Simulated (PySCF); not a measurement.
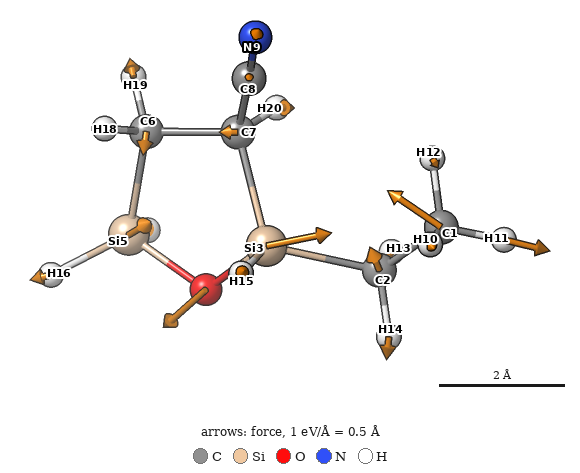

Starting geometry of C₅H₁₁NOSi₂ with the computed forces as orange arrows. A ball-and-stick model, seen at a tilt.

The start comes from GFN2-xTB. Its atoms were then displaced at random by about 0.01 Å.

Computed with PySCF, PBE0-D3(BJ)/def2-SVP geometry optimisation, gas phase. 

Is this structure relaxed? If not, where do the atoms go?

It isn't relaxed: the largest force vector, on the O atom, is 2.46 eV/Å. The final displacements have little in common with the starting forces (cosine between the two patterns 0.21). The largest move after the best rigid fit is that of the N atom, 0.29 Å. Largest moves by element: N 0.29 Å, H 0.23 Å, C 0.13 Å, O 0.10 Å, Si 0.05 Å. Among the contacts that change: O–Si 1.601 → 1.677 Å, H–Si 1.444 → 1.493 Å, C–H 1.058 → 1.101 Å, C–Si 1.901 → 1.864 Å. Bond angles that change, for instance: H–Si–H 117.4° → 109.5°, Si–C–H 109.8° → 105.0°, O–Si–H 107.0° → 111.1°. After 8 geometry steps the energy has fallen by 32.3 kJ/mol.
